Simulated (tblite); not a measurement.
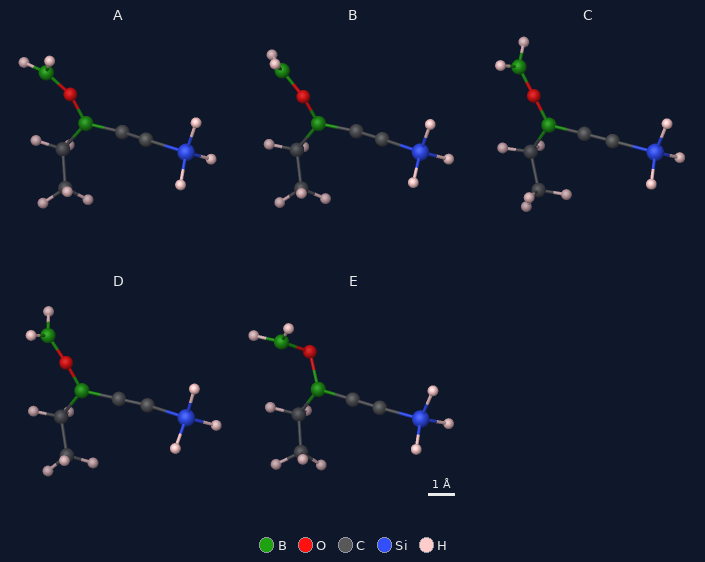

5 geometries from one relaxation of C4H10B2OSi, in shuffled order. A ball-and-stick model, seen at a tilt.

Level of theory: GFN2-xTB geometry optimisation, gas phase (tblite). 

Q: Order the frames from highest to lowest energy.

A: E, A, B, D, C. They are steps 0, 14, 23, 37, 104, at +1.961 eV, +0.601 eV, +0.293 eV, +0.071 eV relative to the last. The atom that moves furthest after the best rigid fit is an H atom (1.73 Å). Largest moves by element: H 1.73 Å, O 0.83 Å, B 0.36 Å, C 0.18 Å, Si 0.13 Å. Among the contacts that change: B–O 1.497 → 1.307 Å, B–O 1.445 → 1.294 Å, B–C 1.555 → 1.609 Å, C–C 1.491 → 1.530 Å. Among the angles between lasting bonds that change: B–O–B 110.1° → 179.9°, C–C–H 117.4° → 110.6°, H–C–H 102.8° → 108.6°. Groups turn about C–C by about 30°. Over 104 geometry steps the energy falls by 1.961 eV.
